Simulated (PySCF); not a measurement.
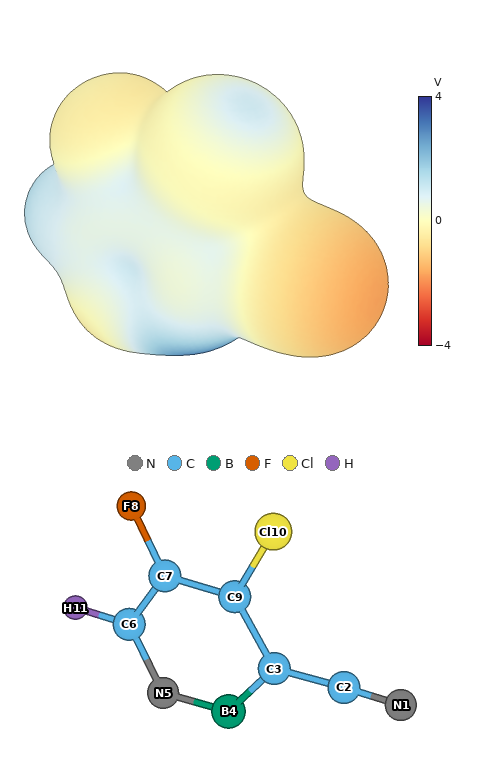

Figure 1: C5HBClFN2 (SMILES N#Cc1bncc(F)c1Cl). The electrostatic potential painted on the density surface at 0.002 e/bohr³, seen at a tilt; red is negative and blue positive. The bare structure is drawn below in the same view.

Geometry: GFN2-xTB.

Theory: PBE0/pcSseg-1, SCF density, gas phase, non-relativistic in PySCF.

Input file:

```
{"job": {"xc": "PBE0", "basis": "pcSseg-1", "kind": "nmr", "pop": true}, "charge": 0, "multiplicity": 1}
N      3.658589     0.027430     0.023076
C      2.520872    -0.112602    -0.003952
C      1.133697    -0.332003    -0.042318
B      0.336701    -1.554907    -0.210804
N     -0.965121    -1.744722    -0.242134
C     -1.761638    -0.695059    -0.104418
C     -1.173310     0.549452     0.064318
F     -1.964776     1.627264     0.205412
C      0.221530     0.733019     0.095778
Cl     0.834416     2.325814     0.313417
H     -2.835534    -0.821014    -0.124339
```

Run with:

```sh
OMP_NUM_THREADS=1 python ens_run.py task.json out
```

### Which sites attract a positive test charge, and which a negative one?

A positive charge is drawn to the negative regions and a negative charge to the positive ones. The most negative region (about −1.7 V) lies over N1, the most positive (about +3.5 V) over B4. Cl10 shows a σ-hole: about +1.0 V at the tip opposite its bond, against about −0.2 V on its flanks. N1 is the likeliest acceptor of a hydrogen bond.

### What dipole moment does the calculation give?

Its dipole moment is 3.37 D.
